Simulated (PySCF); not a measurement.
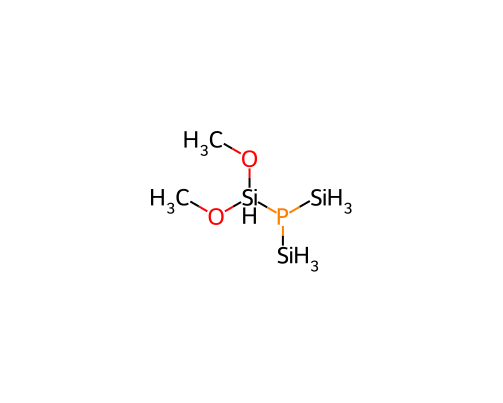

Computed geometry: GFN2-xTB optimisation. No frequency run is at hand to confirm it as a minimum. Level of theory: PBE0/pcSseg-1, gas phase (PySCF 2.14.0).

What does the calculation give?

The species is C2H13O2PSi3 (`CO[SiH](OC)P([SiH3])[SiH3]`).
- dipole moment: 1.55 D
- HOMO energy (Kohn–Sham orbital): −7.03 eV
- LUMO energy (Kohn–Sham orbital): 0.10 eV
- HOMO–LUMO gap: 7.13 eV

The geometry is semi-empirical. Around P, Si such bond lengths and angles can be off by a tenth of an ångström or more and by several degrees, and values that hang on the shape move with them.
